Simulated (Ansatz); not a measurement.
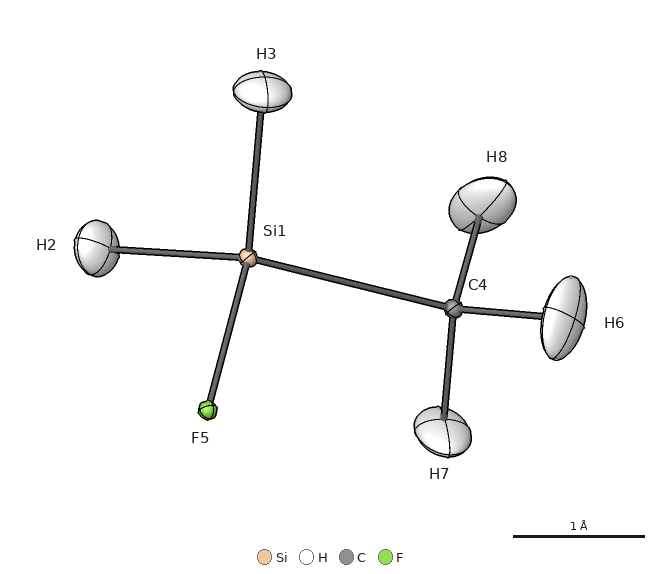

Displacement ellipsoids at the 50 % level, from the internal vibrations of the free molecule (harmonic, no overall translation or rotation; no half-axis is drawn under 0.075 Å). Vibrations computed with RKS PBE0-D4/def2-TZVP (Ansatz 0.2.0). Temperature: 100 K.

Which atom moves most?

H8, with U_eq = 0.0258 Å².

Does H7 move more along its bond or across it?

Across it: the root-mean-square amplitude is 0.074 Å along the bond and up to 0.216 Å across, since bending and torsion are softer than stretching.

List U_eq and the three principal root-mean-square amplitudes for each kind of atom.

```csv
atom,U_eq (Å²),rms amplitudes (Å)
Si1,0.00049,"0.018, 0.019, 0.028"
"H2, H3",0.0160,"0.087, 0.138, 0.146"
C4,0.0011,"0.020, 0.029, 0.044"
F5,0.00084,"0.020, 0.024, 0.039"
"H6, H7",0.0239,"0.073, 0.140, 0.216"
H8,0.0258,"0.081, 0.143, 0.224"
```
